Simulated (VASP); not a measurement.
Band structure of CsBr (CsCl type). Calculation: MS2 meta-GGA, VASP's PBE PAW potentials (set 64) (plane waves; VASP).

Unless said otherwise, spin-orbit coupling is left out, though it shifts the bands of the heavy elements here.

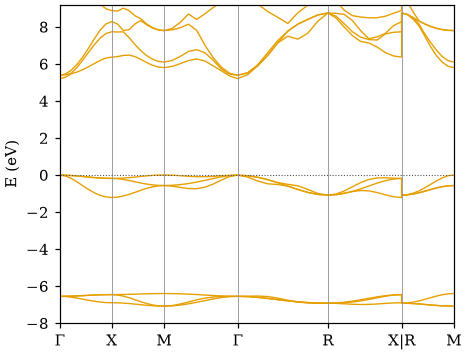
Bands along high-symmetry lines, zero at the valence-band maximum or, without a gap, the Fermi level

Read the plot: is there a gap, and where are the band edges?

The gap is indirect, 5.20 eV, from the valence maximum at M to the conduction minimum at Γ.

Measured: gap 7.30 eV (computed value off by -2.10 eV), as given by Aguado et al., (1998), arXiv:cond-mat/9809176.

The compound is CsBr in the CsCl type structure. It was relaxed first.
